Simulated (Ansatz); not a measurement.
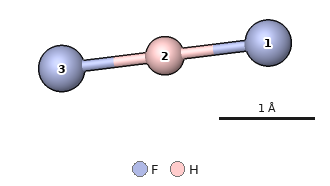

Fig. 1: The input geometry (ball-and-stick view, seen at a tilt; atoms are numbered from 1 in the order of the input). Bond lengths as drawn: F–H 1.14 Å.

## Single-point calculation, with input and output: HF₂ (charge −1)

- system: HF₂, charge −1, SMILES F[H-]F
- method: RKS PBE0-D4/def2-QZVPPD (Ansatz 0.2.0)

The geometry comes from this level: PBE0-D4/def2-TZVPD.

### Output
```
Functional definition: PBE0
  name "PBE0"
  cite "Adamo & Barone, J. Chem. Phys. 110, 6158 (1999) doi:10.1063/1.478522"
  cite "Perdew, Burke & Ernzerhof, Phys. Rev. Lett. 77, 3865 (1996) doi:10.1103/PhysRevLett.77.3865"
  parent pbe
  parameter a = 0.25
  parameter kappa = 0.804
  parameter beta = 0.06672455060314922
  exchange = (1 - a)*pbe_x(kappa = kappa, mu = beta*pi^2/3) + a*exact_x
  correlation = pbe_c(beta = beta)
488 factors; their error is unknown
mean field evaluation 1: about -5448.6223 eV, gradient 2.9e1 eV
mean field evaluation 2: about -5447.7345 eV, gradient 4.1e1 eV
mean field evaluation 4: about -5449.7387 eV, gradient 2.8e-1 eV
mean field evaluation 8: about -5449.7457 eV, gradient 1.5e-3 eV
mean field -5449.74573036 eV, -200.2744616203 hartree, gradient 2.4e-6 eV, S^2 0.000000; 0 other end points of the search recorded, 0 dependent functions left out
reference -5449.74576488 eV, -200.2744628891 hartree; 10, 10 occupied and 155, 155 virtual orbitals, 488 factors
Total energy: -5449.75640059 eV, -200.2748537441 hartree
```

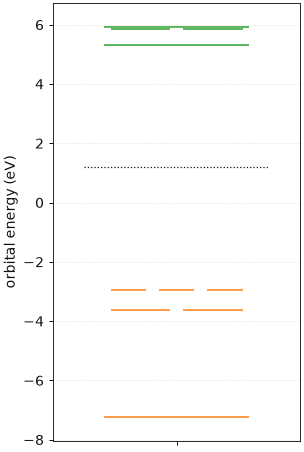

Fig. 2: Orbital energies near the frontier; the dotted line parts filled from empty levels, and levels within 0.02 eV of each other stand side by side. Highest filled −2.94 eV, lowest empty 5.33 eV, 8.27 eV apart.

The run was set up as follows.

### Input
```yaml
crystal:
  periodic: [false, false, false]
  atoms:
    - {symbol: F, position_ang: [-0.973218, 0.344395, -0.490950]}
    - {symbol: H, position_ang: [-0.000007, 0.000008, -0.000001]}
    - {symbol: F, position_ang: [0.973235, -0.344404, 0.490961]}
basis:
  gaussian: {orbitals: "def2-QZVPPD.json"}
total_charge: -1
hamiltonian: {xc: pbe0, dispersion: d4}
output: {orbitals: {seedname: orbitals}}
```

### Results in brief

| quantity | value |
| --- | --- |
| outcome | converged |
| total energy | −5449.7564 eV |
| mean-field energy | −5449.7458 eV |
| dispersion energy | −0.0106 eV |
| SCF solution under orbital rotations | stable |
| HOMO | −2.94 eV |
| LUMO | 5.33 eV |
| hardware | 2 CPU threads, shared host |
| wall time | 0.95 s (CPU time 1.7 s) |
| peak memory | 0.2 GiB |
